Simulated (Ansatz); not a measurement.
Consider CHGeSi (SMILES [CH]1=[Ge]=[Si-]1) (charge −1).

Input

```
crystal:
  periodic: [false, false, false]
  atoms:
    - symbol: C
      position_ang: [-0.466375, -0.020048, -0.864180]
    - symbol: Ge
      position_ang: [0.027655, 0.163413, 0.968974]
    - symbol: Si
      position_ang: [-0.539307, -1.762368, -0.420400]
    - symbol: H
      position_ang: [-0.617734, 0.643073, -1.725393]
basis:
  gaussian:
    orbitals: def2-TZVPD
total_charge: -1
hamiltonian:
  xc: {name: PBE0}
output: {forces: true, orbitals: {seedname: orbitals}}
```

Launched as:

```sh
ansatz run input.yaml --threads 2 --pin off --max-ram 4350MiB --events-out events.jsonl --progress --plain --runs-dir runs
```

Geometry: B3LYP-D3(BJ)/def2-SVPD; the highest occupied orbital lies above zero, a sign that basis and functional describe the outermost electron poorly.

Theory: isolated molecule in a Gaussian basis; Kohn-Sham density functional theory, functional PBE0 (Ansatz 0.2.0).

Q: What can the converged electron density and electron localisation function tell about the bonding?

A: C–Si (1.80 Å): ρ at the midpoint is about 0.96 e/Å³; the ELF peaks at about 0.90 between the atoms; localised, covalent bonding.
C–Ge (1.91 Å): ρ at the midpoint is about 0.85 e/Å³; the ELF peaks at about 0.85 in the valence shell of C, 0.6 Å from its nucleus, and is about 0.45 at the midpoint.
Si–Ge (2.44 Å): the density is about 0.46 e/Å³ at the midpoint; the ELF peaks at about 0.55 in the valence shell of Si, 1.1 Å from its nucleus, and is about 0.50 at the midpoint.
C–H (1.10 Å): the density is about 1.9 e/Å³ at the midpoint; the ELF climbs to about 1 towards the hydrogen, as it does in any bond to H; a covalent bond by its length.

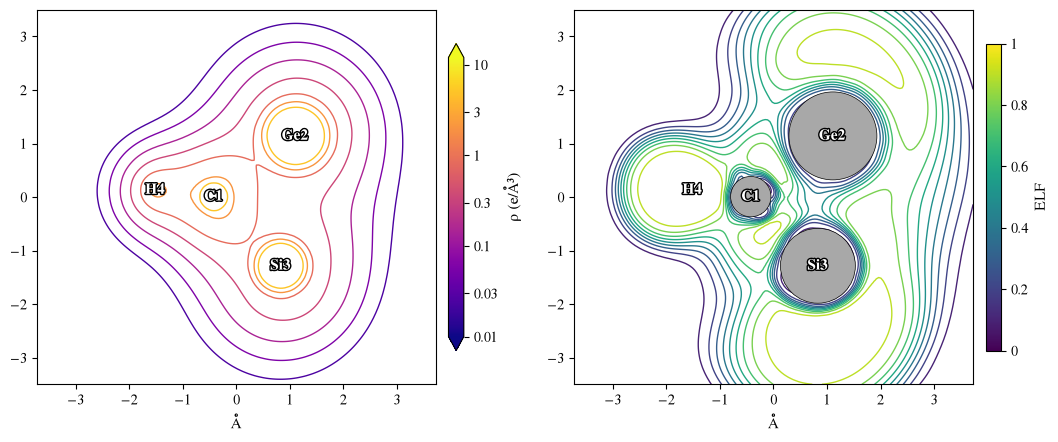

Computed electron density and electron localisation function on the molecular plane, in this order. Grey discs cover the atomic cores in the ELF map. 
